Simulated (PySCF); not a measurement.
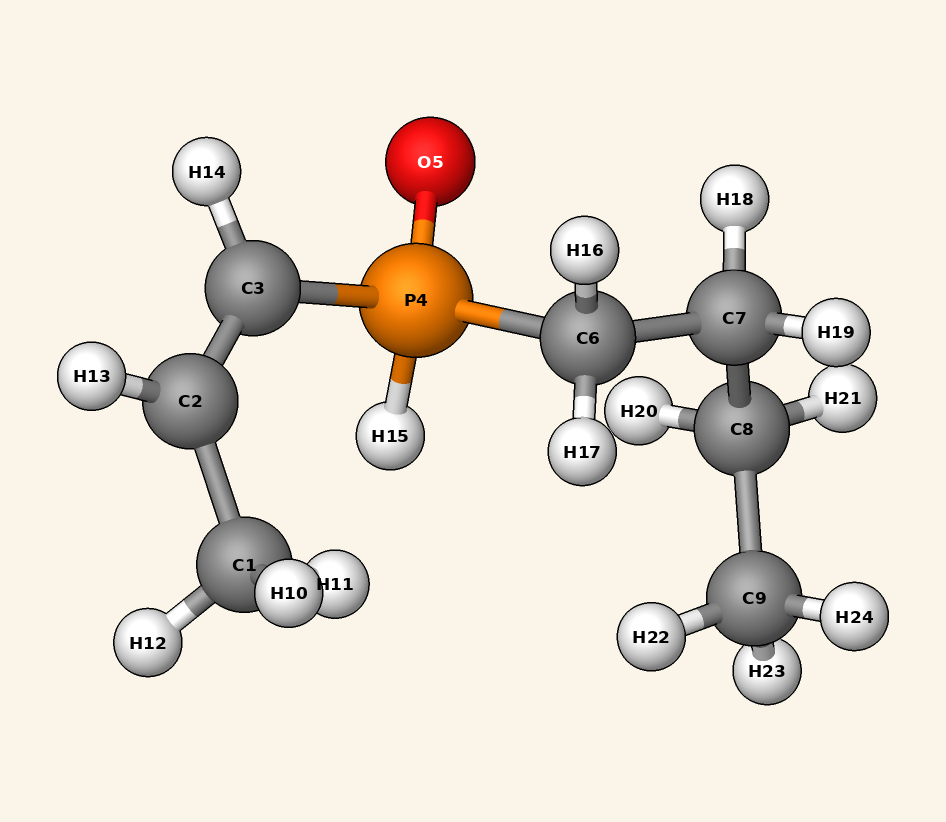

Every bond is drawn as one stick. The computed structure is the end point of a GFN2-xTB optimisation. No frequency run is at hand to confirm it as a minimum. Method: PBE0/pcSseg-1 (PySCF 2.14.0).

> Which bond between heavy atoms has the highest Mayer bond order?

C2–C3, 1.88, at a length of 1.326 Å.

List the Mayer bond orders of C1–C2, C2–C3, C3–P4, P4–O5, P4–C6, C6–C7, C7–C8, C8–C9 (bonds between heavy atoms, one of each equivalent set).

| bond | Mayer order | length (Å) |
| --- | --- | --- |
| C1–C2 | 1.07 | 1.487 |
| C2–C3 | 1.88 | 1.326 |
| C3–P4 | 0.92 | 1.808 |
| P4–O5 | 1.79 | 1.465 |
| P4–C6 | 0.90 | 1.838 |
| C6–C7 | 1.02 | 1.524 |
| C7–C8 | 1.04 | 1.526 |
| C8–C9 | 1.04 | 1.524 |

The geometry is semi-empirical. Around P such bond lengths and angles can be off by a tenth of an ångström or more and by several degrees, and values that hang on the shape move with them.
